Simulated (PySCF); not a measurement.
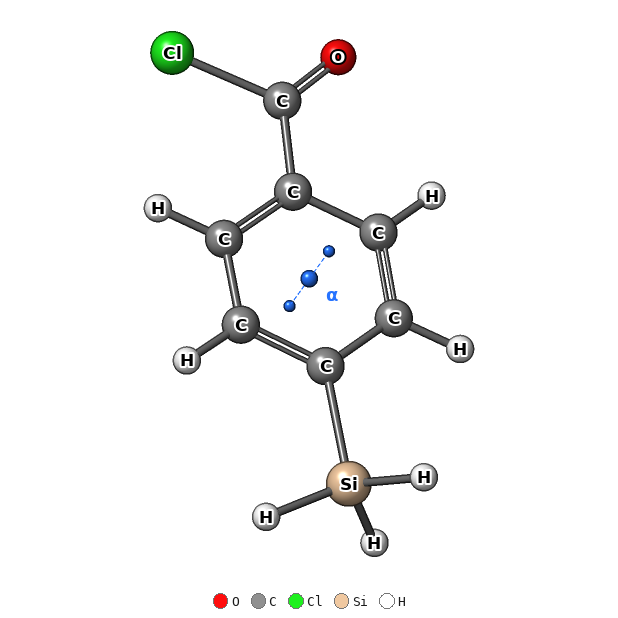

The small points mark where nucleus-independent chemical shifts (NICS) were computed: at the centre of each lettered ring and 1 Å above and below it. The computed structure is the end point of a GFN2-xTB optimisation. No frequency run is at hand to confirm it as a minimum. Method: GIAO PBE0/pcSseg-1 NMR shielding, non-relativistic, gas phase (PySCF 2.14.0).

Give NICS(0), NICS(1) and the out-of-plane component NICS(1)zz for each ring (means of the two sides).

```tsv
ring	members	NICS(0)	NICS(1)	NICS(1)zz
α	C6	−7.8	−11.1	−27.0
```

Values in ppm.

### What do the values say about the ring currents?

Ring α: diatropic, as in an aromatic ring. NICS is one index among several.

The geometry is semi-empirical. Around Si such bond lengths and angles can be off by a tenth of an ångström or more and by several degrees, and values that hang on the shape move with them.
